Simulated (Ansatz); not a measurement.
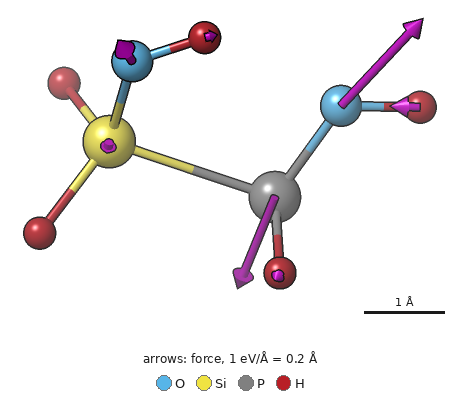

Starting geometry of SiPH5O2 (coarse preliminary run) with the computed forces as purple arrows. A ball-and-stick model, seen from a free direction.

The start comes from a force field.

Theory: RKS PBE-D4/def2-SVP in Ansatz 0.2.0.

Input
```yaml
crystal:
  periodic: [false, false, false]
  atoms:
    - {symbol: O, position_ang: [-1.010800, 0.768100, -1.080000]}
    - {symbol: Si, position_ang: [0.460100, 1.062100, -0.477500]}
    - {symbol: P, position_ang: [0.718600, -0.749600, 0.795000]}
    - {symbol: O, position_ang: [-0.728700, -1.158400, 1.046100]}
    - {symbol: H, position_ang: [-1.535700, 0.125600, -0.600700]}
    - {symbol: H, position_ang: [0.466500, 2.305300, 0.355000]}
    - {symbol: H, position_ang: [1.500700, 1.108100, -1.554900]}
    - {symbol: H, position_ang: [1.084200, -1.629800, -0.254600]}
    - {symbol: H, position_ang: [-0.866400, -1.877700, 1.754600]}
basis:
  gaussian: {orbitals: def2-SVP}
hamiltonian: {xc: pbe, dispersion: d4}
relax: {f_tol: 0.03, max_steps: 200}
```

Launched with:
```bash
ansatz run in.yaml --threads 2 --pin off --events-out ev --progress --plain --max-ram 4352MiB
```

What follows when this structure is relaxed?

Answer. It isn't relaxed: the largest force vector, on O4, is 7.99 eV/Å. The final displacements have little in common with the starting forces (cosine between the two patterns 0.29). The energy falls by 22.1 kcal/mol in 11 accepted moves (14 points after the start). Largest force component: 7.4 eV/Å at the start, 0.0068 eV/Å at the end. The line search rejected the trial steps at points 5, 8, 13 of the run. H9 moves most after the best rigid fit: 0.50 Å. By element the largest moves are H 0.50 Å, O 0.29 Å, P 0.19 Å, Si 0.05 Å. Some distances before and after: P3–O4 1.525 → 1.735 Å, Si2–P3 2.229 → 2.320 Å, O1–Si2 1.616 → 1.677 Å, O4–H9 1.019 → 0.976 Å. Bond angles that change, for instance: Si2–P3–O4 101.6° → 91.3°, Si2–O1–H5 115.7° → 107.0°, P3–O4–H9 115.6° → 107.3°. Groups turn about P3–O4 by about 45°.
